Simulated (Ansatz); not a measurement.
```tsv
atom	x (Å)	y (Å)	z (Å)
C	4.8095	-0.4873	1.1079
C	4.2190	0.7496	1.3688
C	2.8398	0.9853	1.1002
C	2.0297	-0.0044	0.5335
C	2.6140	-1.3243	0.3841
C	4.0060	-1.5297	0.6284
C	1.7897	-2.4242	0.1465
C	0.3623	-2.2920	0.0832
C	-0.4504	-3.4334	-0.0136
C	-1.8519	-3.3039	-0.0267
C	-2.4488	-2.0306	0.0156
C	-3.8765	-1.8956	0.0216
C	-4.4768	-0.6320	0.0594
C	-3.6832	0.5131	0.0601
C	-2.2495	0.4475	0.0404
C	-1.4162	1.6104	-0.0654
C	-1.9636	2.9219	-0.2124
C	-1.1566	4.0374	-0.4833
C	0.2221	3.8725	-0.6399
C	0.8010	2.6016	-0.4570
C	0.0276	1.4653	-0.0869
C	0.6206	0.1881	0.1880
C	-0.2222	-0.9800	0.1132
C	-1.6290	-0.8508	0.0514
H	5.8723	-0.6516	1.3064
H	4.8173	1.5602	1.7968
H	2.4226	1.9455	1.4082
H	4.4377	-2.5217	0.4607
H	2.2289	-3.4251	0.0729
H	-0.0003	-4.4290	-0.0673
H	-2.4766	-4.2011	-0.0723
H	-4.4995	-2.7960	0.0007
H	-5.5664	-0.5423	0.0779
H	-4.1886	1.4800	0.0734
H	-3.0392	3.0826	-0.1308
H	-1.6158	5.0225	-0.6070
H	0.8534	4.7203	-0.9211
H	1.8623	2.4853	-0.6810
```

The calculation used DFT custom functional, Gaussian basis def2-SVP (Ansatz).

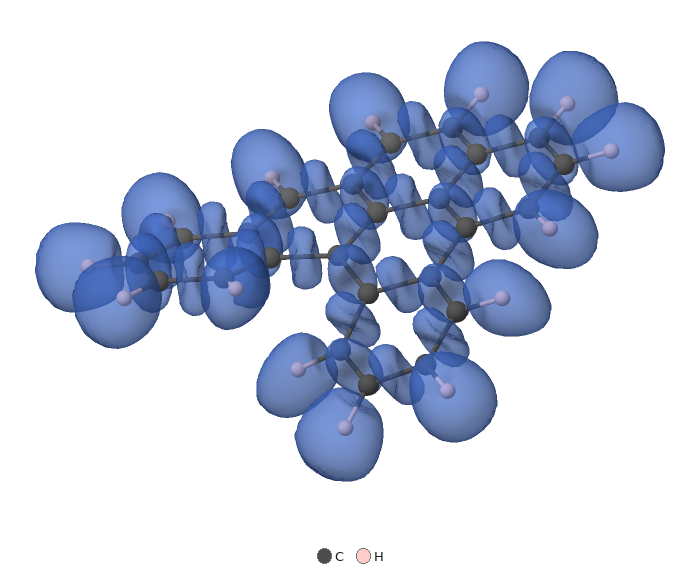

C$_{24}$H$_{14}$ (charge +3, doublet). Isosurface of the ELF at 0.75 (blue), seen at an oblique angle. Only the valence region is drawn (cores and ρ < 0.01 e/Å³ removed).

Q: Describe the localisation domains.

A: At this value the surface marks out 29 regions between bonded C–C atoms (shared pairs) and 14 regions around hydrogen nuclei. Profiles from the grid: C–C (1.39 Å): the ELF peaks at about 0.95 between the atoms; a covalent bond. C–H (1.09 Å): the ELF climbs to about 1 towards the hydrogen, as it does in any bond to H (a covalent bond by its length).
